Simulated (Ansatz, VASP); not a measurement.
# BiN: VASP beside Ansatz

One calculation is typed for both programs; each brings its own data sets. How far apart do they land? The cell is invented: As first built, before any earlier steps moved the atoms (in the runner's words): it takes the GaN structure with some of its atoms replaced by other elements, volume scaled by an estimate. It may not be a known or stable phase. The cell is taken from a series of VASP runs on this material, whose earlier steps may have relaxed, scaled or displaced it; both programs get it as it stands. Valence electrons are named where the data sets of a main pair hold unlike numbers.

Method: plane waves, with VASP 6.6.1 beside it; band structure at PBE, spin-orbit coupling and band structure at r2SCAN, spin-orbit coupling, in Ansatz 0.2.0.

## Step 1: The structure

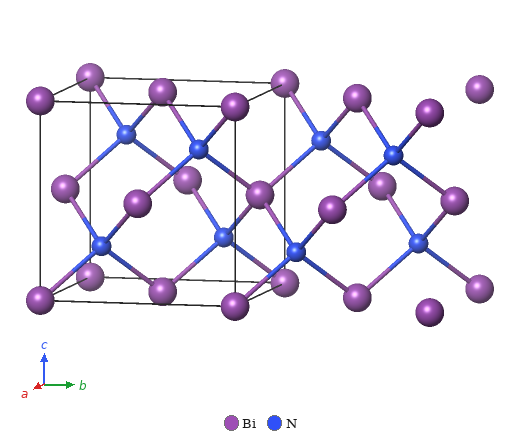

Start, viewed slightly off an axis; bismuth purple, nitrogen blue. 1×2×1 cells are drawn. This picture shows the conventional cell, with its axes. Bonds to atoms that aren't drawn are left out. Some periodic images of atoms are drawn too.

## Step 2: Ansatz: band structure, PBE, spin-orbit coupling

Ansatz runs on its fully relativistic PAW (standard-fr) files.

With cell and atoms fixed, the geometry can't cause a difference; cores, projectors, grids and the points listed under the comparison can.

input.yaml

```yaml
crystal:
  lattice:
    - [0.0, 2.7780454068, 2.7780454068]
    - [2.7780454068, 0.0, 2.7780454068]
    - [2.7780454068, 2.7780454068, 0.0]
  atoms:
    - { symbol: Bi, position: [0.0, 0.0, 0.0] }
    - { symbol: "N", position: [0.25, 0.25, 0.25] }
hamiltonian:
  xc: pbe
  pseudopotentials: { kind: paw_fr }
magnetization:
  noncollinear: true
  spin_orbit: true
kpoints:
  mp_grid: { grid: [6, 6, 6] }
  band_path:
    path:
      - [0.0, 0.0, 0.0]
      - [0.16667, 0.0, 0.16667]
      - [0.33333, 0.0, 0.33333]
      - [0.5, 0.0, 0.5]
      - [0.5, 0.08333, 0.58333]
      - [0.5, 0.18333, 0.68333]
      - [0.5, 0.25, 0.75]
      - [0.45, 0.3, 0.75]
      - [0.40833, 0.34167, 0.75]
      - [0.35, 0.35, 0.7]
      - [0.225, 0.225, 0.45]
      - [0.075, 0.075, 0.15]
      - [0.03333, 0.03333, 0.03333]
      - [0.23333, 0.23333, 0.23333]
      - [0.4, 0.4, 0.4]
      - [0.51667, 0.46667, 0.51667]
      - [0.55833, 0.38333, 0.55833]
      - [0.60833, 0.28333, 0.60833]
      - [0.60833, 0.25, 0.64167]
      - [0.55833, 0.25, 0.69167]
      - [0.51667, 0.25, 0.73333]
      - [0.5, 0.3, 0.7]
      - [0.5, 0.38333, 0.61667]
      - [0.5, 0.48333, 0.51667]
      - [0.475, 0.475, 0.55]
      - [0.425, 0.425, 0.65]
      - [0.38333, 0.38333, 0.73333]
      - [0.59167, 0.18333, 0.59167]
      - [0.55, 0.1, 0.55]
      - [0.5, 0.0, 0.5]
    npoints: 1
scf:
  occupations: { method: gaussian, width: 0.02 }
  n_extra_bands: 14
output:
  forces: true
  stress: true
  eigenvalues: true
```

On the command line:

```console
$ ansatz run input.yaml --threads 2 --pin off --max-ram 4608MiB --backend cpu --events-out ev --progress --plain --runs-dir out
```

Numbers of over 12 decimals in the logs are rounded to 6 here.

What it wrote:

```text
scf.n_extra_bands = 14 over 20 filled bands (N_el = 20.0): the run solves 34 bands
Engine: ansatz 0.2.0, aarch64-unknown-linux-gnu
Pseudopotentials: kind: paw_fr
Pseudopotential: Bi, paw_fr, valence charge 15, recommended cutoff 420 eV (normal), Bi.paw.azcp#standard-fr
Pseudopotential: N, paw_fr, valence charge 5, recommended cutoff 420 eV (normal), N.paw.azcp#standard-fr
Functional definition: PBE
  parameter kappa = 0.804
  parameter beta = 0.066725
  exchange = pbe_x(kappa = kappa, mu = beta*pi^2/3)
  correlation = pbe_c(beta = beta)
non-collinear run that drives no moment, with spin-orbit: no starting moment large enough to seed its density (crystal.atoms[].spin), no starting occupations that ask for one, no magnetisation constraint and no magnetic field, so the semilocal B_xc is pinned to zero
Crystal: 2 atoms, lattice volume = 42.879 Å³
Basis set: ecut = 420 eV, 869 PW (Γ), exchange–correlation on 54×54×54 points (8 copies of the dense FFT grid, shifted against one another)
Bands: 34, of which v1, the nominal top of the filled ones, is band 20 counted from 1 (19 counted from 0)
Symmetry: 24 space group operations + 24 with time reversal
Magnetic group: BNS 216.75 (UNI 1577), of the structure as read, at distance tolerance 3.5e-5 Å
k-points: 16 of 216 (time reversal used)
Projection manifold: j_resolved (fully-relativistic pseudo-atomic orbitals)
Non-local potential: Bi, projectors of the file, l = 0: 2, l = 1: 4, l = 2: 4, l = 3: 4
Non-local potential: N, projectors of the file, l = 0: 2, l = 1: 4, l = 2: 2
PAW form: soft (Blöchl's): semilocal exchange-correlation on the pseudo side does not see the compensation charge
PAW one-centre angular grid: Bi, 590 points (default); XC on 96 Gauss nodes
PAW one-centre angular grid: N, 110 points (default); XC on 64 Gauss nodes
Initial density: superposition of atomic densities (chi_scale 0.1, normalization cell, long waves kept (reshape's long-wave potential 0.00 eV rms))
Initial wavefunctions: pseudopotential atomic-orbital guess
Functional: x = pbe(κ = 0.804, μ = 0.219515), c = pbe(β = 0.066725)
SCF iter   1: F=—  HF=-12820.893879 eV  |F-HF|=—  |Δ(HF+E_count)|=         —  Δρ=5.85e-2  dr2=2.47e0  dr2_m=0.00e0 (ungated)  ethr=3.10e-3  |M|=0.00e0 ∫|m|=0.00e0 μB  |m|>n=0.0e0 m-floor=0.0e0 τ_xc=0.0e0  β_m=0.30  ⟨swp⟩=7.2  Hψ=2948  notcnv=0  defer=41
preconditioner: auto → none  [insulator: Δε(μ)=0.436 eV  Ē_g=22.285 eV  σ=0.020 eV  W_gap=0.65  n_scr=14 (ndim 8)  ℏωp=25.4 eV  f_vac=0.000  D(μ)=2.36/eV (n_scr^D=14)  ε∞_Penn≈2.3]
SCF iter   2: F=—  HF=-12820.537486 eV  |F-HF|=—  |Δ(HF+E_count)|=   3.56e-1  Δρ=3.91e-2  dr2=5.70e-1  dr2_m=0.00e0 (ungated)  ethr=3.10e-3  |M|=0.00e0 ∫|m|=0.00e0 μB  |m|>n=0.0e0 m-floor=0.0e0 τ_xc=0.0e0  β_m=0.26  ⟨swp⟩=2.2  Hψ=940  notcnv=0  defer=112
preconditioner: auto → Kerker (q_TF=auto, 2.403 Å⁻¹)  [metal: Δε(μ)=0.113 eV  Ē_g=22.163 eV  σ=0.020 eV  W_gap=0.50  n_scr=14 (ndim 8)  ℏωp=25.4 eV  f_vac=0.006  D(μ)=1.57/eV (n_scr^D=14)]
spin=Noncollinear: Kerker preconditioning applied to the charge; magnetization (m_x, m_y, m_z) channels mix plain (no charge-response kernel on spin).
SCF iter   3: F=—  HF=-12820.451901 eV  |F-HF|=—  |Δ(HF+E_count)|=   8.56e-2  Δρ=1.66e-2  dr2=9.97e-2  dr2_m=0.00e0 (ungated)  ethr=2.85e-3  |M|=0.00e0 ∫|m|=0.00e0 μB  |m|>n=0.0e0 m-floor=0.0e0 τ_xc=0.0e0  β_m=0.63  ⟨swp⟩=2.0  Hψ=569  notcnv=0  defer=112
SCF iter   4: F=—  HF=-12820.434336 eV  |F-HF|=—  |Δ(HF+E_count)|=   1.76e-2  Δρ=2.33e-3  dr2=2.52e-3  dr2_m=0.00e0 (ungated)  ethr=4.99e-4  |M|=0.00e0 ∫|m|=0.00e0 μB  |m|>n=0.0e0 m-floor=0.0e0 τ_xc=0.0e0  β_m=0.68  ⟨swp⟩=3.0  Hψ=893  notcnv=0  defer=112
SCF iter   5: F=—  HF=-12820.434675 eV  |F-HF|=—  |Δ(HF+E_count)|=   3.39e-4  Δρ=1.26e-3  dr2=9.34e-4  dr2_m=0.00e0 (ungated)  ethr=1.26e-5  |M|=0.00e0 ∫|m|=0.00e0 μB  |m|>n=0.0e0 m-floor=0.0e0 τ_xc=0.0e0  β_m=0.84  ⟨swp⟩=1.5  Hψ=479  notcnv=0  defer=112
SCF iter   6: F=—  HF=-12820.435091 eV  |F-HF|=—  |Δ(HF+E_count)|=   4.16e-4  Δρ=2.37e-4  dr2=2.50e-5  dr2_m=0.00e0 (ungated)  ethr=4.67e-6  |M|=0.00e0 ∫|m|=0.00e0 μB  |m|>n=0.0e0 m-floor=0.0e0 τ_xc=0.0e0  β_m=0.92  ⟨swp⟩=2.0  Hψ=684  notcnv=0  defer=112
SCF iter   7: F=—  HF=-12820.435149 eV  |F-HF|=—  |Δ(HF+E_count)|=   5.85e-5  Δρ=5.71e-5  dr2=1.89e-6  dr2_m=0.00e0 (ungated)  ethr=1.25e-7  |M|=0.00e0 ∫|m|=0.00e0 μB  |m|>n=0.0e0 m-floor=0.0e0 τ_xc=0.0e0  β_m=0.96  ⟨swp⟩=2.2  Hψ=713  notcnv=0  defer=112
SCF iter   8: F=—  HF=-12820.435152 eV  |F-HF|=—  |Δ(HF+E_count)|=   3.33e-6  Δρ=1.93e-5  dr2=2.63e-7  dr2_m=0.00e0 (ungated)  ethr=9.47e-9  |M|=0.00e0 ∫|m|=0.00e0 μB  |m|>n=0.0e0 m-floor=0.0e0 τ_xc=0.0e0  β_m=0.98  ⟨swp⟩=2.0  Hψ=573  notcnv=0  defer=112
SCF iter   9: F=-12820.435153 eV  HF=-12820.435153 eV  |F-HF|=1.26e-8  |Δ(HF+E_count)|=   3.65e-7  Δρ=6.43e-6  dr2=2.91e-8  dr2_m=0.00e0 (ungated)  ethr=5.00e-10  |M|=0.00e0 ∫|m|=0.00e0 μB  |m|>n=0.0e0 m-floor=0.0e0 τ_xc=0.0e0  ⟨swp⟩=11.6  Hψ=2993  notcnv=0
SCF 1 converged in 9 iterations: F = -12820.435153 eV  dr2 = 2.91e-8
  greatest PAW one-centre occupation: 0.988 electrons in one spin orbital (limit 2), on the Bi atom at site 0 (counted from 0), in its partial waves of l = 2
NSCF: frozen V_eff on 30 k-points
SCF converged after 9 iterations
Magnetization: |M| = 0.0000 μB,  M = (+0.0000, +0.0000, +0.0000) μB
Absolute magnetization: 0.0000 μB (∫|m|)
  site 0: m = (+0.0000, +0.0000, +0.0000) μB, |m| = 0.0000 μB  (R = 0.99 Å)
  site 1: m = (+0.0000, +0.0000, +0.0000) μB, |m| = 0.0000 μB  (R = 0.99 Å)
Free energy (F): -12820.435153 eV
Harris-Foulkes:  -12820.435153 eV  (|F-HF|=1.26e-8)
Internal energy: -12820.434739 eV  (E = F + TS)
E sigma→0 (E₀):  -12820.434946 eV
Entropy (-TS):   -0.000414 eV (-0.207 meV/atom)
Fermi energy:    9.566447 eV
--- Per-component energies (eV) ---
  E_band       = -102.853113
  E_kinetic    = 427.998231
  E_local      = -1731.998270  (includes V_loc(G=0)·N_el)
  E_nonlocal   = 609.428333
  E_hartree    = 558.261662
  E_xc         = -211.233749
  E_vxc        = -219.927544  (∫ρ·V_xc dr)
  E_paw        = -10831.697510  (= ΣΔE_a)
  E_vpaw       = -304.876528  (= ΣTr[D̂ρ^β])
  E_aug_tail   = -0.000304  (compensation charges beyond the density's cutoff)
  E_ewald      = -1641.193131
  E_smearing   = -0.000414  (= −TS)
  E_closure    = 0.000000  (closes the sum)
  Σ components = -12820.435153   (vs F -12820.435153, Δ=0.00e0)
--- Forces (eV/Å), atoms counted from 1 ---
  atom   1  Bi    -0.00000000     0.00000000     0.00000000
  atom   2  N      0.00000000     0.00000000     0.00000000
  max |Σ_I F_I| component: 1.48e-16 eV/Å
--- Stress (GPa, compression-positive) ---
        0.651271      -0.000000      -0.000000
        0.000000       0.651271       0.000000
       -0.000000       0.000000       0.651271
  P = ⅓ Tr σ = 0.6513 GPa (6.513 kbar)
--- Band table (eV; the first three rows and the last of 16) ---
  k-point 0: bands = [... 16 lower, 7.4514, 7.4514, 7.4514, 7.4514, 10.6177, 10.6177, 13.2681, 13.2681, ... 10 higher]
  k-point 1: bands = [... 16 lower, 7.2408, 7.2637, 7.3773, 7.3773, 10.8450, 10.8450, 12.5931, 12.5931, ... 10 higher]
  k-point 2: bands = [... 16 lower, 6.8936, 6.9146, 6.9820, 6.9820, 11.4785, 11.4785, 12.6449, 12.6449, ... 10 higher]
  k-point 15: bands = [... 16 lower, 5.2161, 5.2911, 9.5689, 9.5874, 9.7998, 10.3617, 12.5676, 13.3060, ... 10 higher]
```

The job ended after 6.5 s (2 threads of Arm Neoverse V2, shared host; peak memory 0.41 GiB).

In the SCF lines HF is the Harris–Foulkes energy and dr2 the Hartree energy of the density residual, in eV; the loop may stop once dr2 is under the threshold and the program's other checks hold. Hψ counts applications of the Hamiltonian.

## Step 3: VASP: band structure, PBE, spin-orbit coupling

The same cell, functional, mesh and smearing now go to VASP, with its own data sets.

Lines of VASP's logs that name or quote its potential files are left out, and so is its time.

INCAR

```
SYSTEM = BiN
PREC = Accurate
ENCUT = 520
EDIFF = 1E-06
NELM = 100
ISMEAR = 0
SIGMA = 0.02
LREAL = .FALSE.
ALGO = Normal
GGA = PE
LNONCOLLINEAR = .TRUE.
MAGMOM = 0 0 0 0 0 0
NBANDS = 32
GGA_COMPAT = .FALSE.
LASPH = .TRUE.
LSORBIT = .TRUE.
LORBIT = 11
LWAVE = .FALSE.
LCHARG = .FALSE.
KPAR = 4
```

POSCAR

```
BiN
1.0
    0.0000000000      2.7780454068      2.7780454068
    2.7780454068      0.0000000000      2.7780454068
    2.7780454068      2.7780454068      0.0000000000
Bi N
1 1
Direct
    0.0000000000      0.0000000000      0.0000000000
    0.2500000000      0.2500000000      0.2500000000
```

KPOINTS

```
Automatic mesh
0
Gamma
6 6 6
0 0 0
```

KPOINTS_OPT

```
Line mode
16
Line-mode
Reciprocal
  0.00000000   0.00000000   0.00000000 GAMMA
  0.50000000   0.00000000   0.50000000 X

  0.50000000   0.00000000   0.50000000 X
  0.50000000   0.25000000   0.75000000 W

  0.50000000   0.25000000   0.75000000 W
  0.37500000   0.37500000   0.75000000 K

  0.37500000   0.37500000   0.75000000 K
  0.00000000   0.00000000   0.00000000 GAMMA

  0.00000000   0.00000000   0.00000000 GAMMA
  0.50000000   0.50000000   0.50000000 L

  0.50000000   0.50000000   0.50000000 L
  0.62500000   0.25000000   0.62500000 U

  0.62500000   0.25000000   0.62500000 U
  0.50000000   0.25000000   0.75000000 W

  0.50000000   0.25000000   0.75000000 W
  0.50000000   0.50000000   0.50000000 L

  0.50000000   0.50000000   0.50000000 L
  0.37500000   0.37500000   0.75000000 K

  0.62500000   0.25000000   0.62500000 U
  0.50000000   0.00000000   0.50000000 X
```

The projector-augmented-wave data sets are Bi_d and N (PBE family, release 64).

On the command line:

```console
$ mpirun -np 4 vasp_ncl
```

What it wrote:

```text
[banner, memory and clock lines left out]
running    4 mpi-ranks, on    1 nodes
 distrk:  each k-point on    1 cores,    4 groups
 distr:  one band on    1 cores,    1 groups

 POSCAR found type information on POSCAR BiN
 POSCAR found :  2 types and       2 ions
 LDA part: xc-table for (Slater+PW92), standard interpolation
 POSCAR, INCAR and KPOINTS ok, starting setup
 FFT: planning ... GRIDC
 FFT: planning ... GRID_SOFT
 FFT: planning ... GRID
 WAVECAR not read
 entering main loop
       N       E                     dE             d eps       ncg     rms          rms(c)
DAV:   1     0.224126336697E+03    0.22413E+03   -0.99086E+03  1408   0.146E+03
DAV:   2     0.151197019272E+02   -0.20901E+03   -0.19921E+03  1424   0.444E+02
DAV:   3    -0.122055845648E+02   -0.27325E+02   -0.26510E+02  1744   0.159E+02
DAV:   4    -0.134734972529E+02   -0.12679E+01   -0.12652E+01  1640   0.366E+01
DAV:   5    -0.135277634269E+02   -0.54266E-01   -0.54263E-01  2176   0.732E+00    0.887E+00
DAV:   6    -0.117088246680E+02    0.18189E+01   -0.17267E+01  2096   0.271E+01    0.554E+00
DAV:   7    -0.111636000745E+02    0.54522E+00   -0.26719E+00  1584   0.106E+01    0.184E+00
DAV:   8    -0.112228679489E+02   -0.59268E-01   -0.15497E-01  1640   0.281E+00    0.256E+00
DAV:   9    -0.111839526684E+02    0.38915E-01   -0.28179E-01  1664   0.437E+00    0.137E+00
DAV:  10    -0.111640441549E+02    0.19909E-01   -0.33523E-02  1760   0.147E+00    0.676E-01
DAV:  11    -0.111605263748E+02    0.35178E-02   -0.17911E-02  1696   0.726E-01    0.182E-01
DAV:  12    -0.111604659344E+02    0.60440E-04   -0.91671E-04  1712   0.240E-01    0.209E-02
DAV:  13    -0.111604843971E+02   -0.18463E-04   -0.15626E-04  2016   0.816E-02    0.373E-02
DAV:  14    -0.111604723056E+02    0.12091E-04   -0.33714E-05  1672   0.436E-02    0.153E-02
DAV:  15    -0.111604710441E+02    0.12615E-05   -0.17853E-05  1424   0.280E-02    0.766E-03
DAV:  16    -0.111604706198E+02    0.42432E-06   -0.58322E-07  1072   0.819E-03
   1 F= -.11160471E+02 E0= -.11160251E+02  d E =-.439150E-03  mag=    -0.0000    -0.0000    -0.0000
 Start KPOINTS_OPT (optional k-point list driver)
k-point batch [1-22\160]
       N       E                     dE             ncg
DAV:   1     0.138960988618E+04   -0.77286E+04     1416
DAV:   2    -0.310867904023E+04   -0.44983E+04     1456
DAV:   3    -0.366409556123E+04   -0.55542E+03     1696
DAV:   4    -0.368991795816E+04   -0.25822E+02     1632
DAV:   5    -0.369100661666E+04   -0.10887E+01     2192
DAV:   6    -0.369102248402E+04   -0.15867E-01     1760
DAV:   7    -0.369102314855E+04   -0.66453E-03     2216
DAV:   8    -0.369102315501E+04   -0.64621E-05     1704
DAV:   9    -0.369102315516E+04   -0.15492E-06     1200
[...]
k-point batch [155-160\160]
       N       E                     dE             ncg
DAV:   1     0.118139208564E+05   -0.38450E+04      384
DAV:   2     0.106319357391E+05   -0.11820E+04      400
DAV:   3     0.104954207720E+05   -0.13651E+03      472
DAV:   4     0.104897686291E+05   -0.56521E+01      424
DAV:   5     0.104895134330E+05   -0.25520E+00      624
DAV:   6     0.104895113053E+05   -0.21277E-02      440
DAV:   7     0.104895112003E+05   -0.10499E-03      624
DAV:   8     0.104895111990E+05   -0.13430E-05      440
DAV:   9     0.104895111989E+05   -0.41060E-07      336
```

From OUTCAR (step 3):

```text
ion  position               nearest neighbor table
   1  0.000  0.000  0.000-   2 2.41   2 2.41   2 2.41   2 2.41
   2  0.250  0.250  0.250-   1 2.41   1 2.41   1 2.41   1 2.41

  LATTYP: Found a face centered cubic cell.
 ALAT       =     5.5560908136

 Subroutine GETGRP returns: Found 24 space group operations
 (whereof 24 operations were pure point group operations)

The static configuration has the point symmetry T_d .

 Found     22 irreducible k-points:

   k-points           NKPTS =     22   k-points in BZ     NKDIM =     22   number of bands    NBANDS=     32

   dimension x,y,z NGX =    30 NGY =   30 NGZ =   30
   dimension x,y,z NGXF=    60 NGYF=   60 NGZF=   60

   ENCUT  =  520.0 eV  38.22 Ry    6.18 a.u.   7.30  7.30  7.30*2*pi/ulx,y,z

   NELECT =      20.0000    total number of electrons

 k-points in reciprocal lattice and weights: Automatic mesh
   0.00000000  0.00000000  0.00000000       0.005
   0.16666667  0.00000000  0.00000000       0.019
  -0.16666667  0.00000000  0.00000000       0.019
   0.33333333  0.00000000  0.00000000       0.019
  -0.33333333  0.00000000  0.00000000       0.019
   0.50000000  0.00000000  0.00000000       0.019
   0.16666667  0.16666667  0.00000000       0.028
   0.33333333  0.16666667  0.00000000       0.056
  -0.33333333 -0.16666667  0.00000000       0.056
[...]
-0.33333333  0.33333333  0.16666667       0.111
  -0.33333333  0.50000000  0.16666667       0.056

 average (electrostatic) potential at core
       1-104.7541       2 -62.5445

 E-fermi :   6.2998

 k-point     1 :       0.0000    0.0000    0.0000
  band No.  band energies     occupation
    ...
     16       3.8963      1.00000
     17       4.1998      1.00000
     18       4.1998      1.00000
     19       4.1998      1.00000
     20       4.1998      1.00000
     21       7.5302      0.00000
     22       7.5302      0.00000
     23       9.9641      0.00000
     24       9.9641      0.00000
     25       9.9641      0.00000
    ...

 k-point     2 :       0.1667    0.0000    0.0000
  band No.  band energies     occupation
    ...
     16       3.5675      1.00000
     17       3.9865      1.00000
     18       4.0094      1.00000
     19       4.1167      1.00000
     20       4.1167      1.00000
     21       7.7082      0.00000
     22       7.7082      0.00000
     23       9.3158      0.00000
     24       9.3158      0.00000
     25      10.1991      0.00000
    ...

 k-point     3 :      -0.1667    0.0000    0.0000
  band No.  band energies     occupation
    ...
     16       3.5675      1.00000
     17       3.9865      1.00000
     18       4.0094      1.00000
     19       4.1167      1.00000
     20       4.1167      1.00000
     21       7.7082      0.00000
     22       7.7082      0.00000
     23       9.3158      0.00000
     24       9.3158      0.00000
     25      10.1991      0.00000
    ...

  Total        0.1441343      0.1441343      0.1441343      0.0000000      0.0000000      0.0000000
  in kB        5.3855489      5.3855489      5.3855489      0.0000000      0.0000000      0.0000000
  external PRESSURE =       5.3855489 kB  Pullay stress =       0.0000000 kB

  energy-cutoff  :      520.00
  volume of cell :       42.88
      direct lattice vectors                 reciprocal lattice vectors
     0.000000000  2.778045407  2.778045407    -0.179982659  0.179982659  0.179982659
     2.778045407  0.000000000  2.778045407     0.179982659 -0.179982659  0.179982659
     2.778045407  2.778045407  0.000000000     0.179982659  0.179982659 -0.179982659

 POSITION                                       TOTAL-FORCE (eV/Angst)
 -----------------------------------------------------------------------------------
      0.00000      0.00000      0.00000        -0.000000      0.000000     -0.000000
      1.38902      1.38902      1.38902         0.000000     -0.000000      0.000000
 -----------------------------------------------------------------------------------
    total drift:                               -0.000000     -0.000000     -0.000000

  FREE ENERGIE OF THE ION-ELECTRON SYSTEM (eV)
  ---------------------------------------------------
  free  energy   TOTEN  =       -11.1604706198 eV

  energy  without entropy=      -11.1600314700  energy(sigma->0) =      -11.16025104

 Spin-Orbit-Coupling matrix elements
 Ion:    1  E_soc:     -1.2675264
 Ion:    2  E_soc:     -0.0014066

 total charge
# of ion       s       p       d       tot
------------------------------------------
    1        1.594   1.097   9.972  12.664
    2        1.333   2.206   0.000   3.539
--------------------------------------------------
tot          2.928   3.303   9.972  16.203

 magnetization (x)
# of ion       s       p       d       tot
------------------------------------------
    1        0.000  -0.000  -0.000  -0.000
    2       -0.000  -0.000   0.000  -0.000
--------------------------------------------------
tot         -0.000  -0.000  -0.000  -0.000

 magnetization (y)
# of ion       s       p       d       tot
------------------------------------------
    1       -0.000   0.000   0.000  -0.000
    2       -0.000   0.000   0.000   0.000
--------------------------------------------------
tot         -0.000   0.000   0.000   0.000

 magnetization (z)
# of ion       s       p       d       tot
------------------------------------------
    1        0.000   0.000  -0.000   0.000
    2       -0.000   0.000   0.000   0.000
--------------------------------------------------
tot          0.000   0.000  -0.000   0.000

[... 3 further parts left out ...]
```

The run ends at a pressure of 0.54 GPa.

(Continued in part 2 of 2.)

[Lines on the potential files, build, host, timing and source positions are cut from VASP's logs without a mark.]

[Logs are printed without paths, hosts, clocks, repeated set-up lines and the standing remarks that a program may print on its own settings, such as how far it seeks lower states.]

[Hosts, paths, dates, database ids (printed as entryN), source tags and the programs' standing remarks are cut or masked in the printed files.]
